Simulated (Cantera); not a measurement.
Charge: 1 mol CH3SiCl3, 0.077 mol C2H2, a varied amount of H2, 0.012 mol C3H8, held at 1400 °C and 65.0 mbar.

These are equilibrium values from Cantera (NASA tables, ideal gas, pure condensed phases), not measurements of a reactor. Candidate condensed phases: C, C6H6, C7H8, C8H18, Si, SiC; 109 gas species. The feed counts by its element totals alone. The tables' values for SiCl3 are old estimates; treat these amounts as uncertain. Kinetics and transport are ignored.

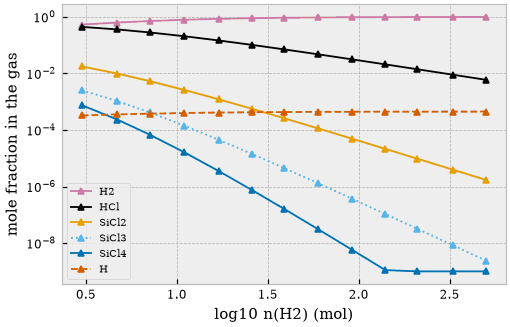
Fig. 1. Equilibrium gas composition (values under 1e-9 drawn at 1e-9)

**Question.** Read off the mole fractions at 7.1 mol H2.

**Answer.** H2 about 0.71, HCl about 0.28, SiCl2 about 0.0053, SiCl3 about 0.00042, H about 0.00038, SiCl4 about 6.8e-5.
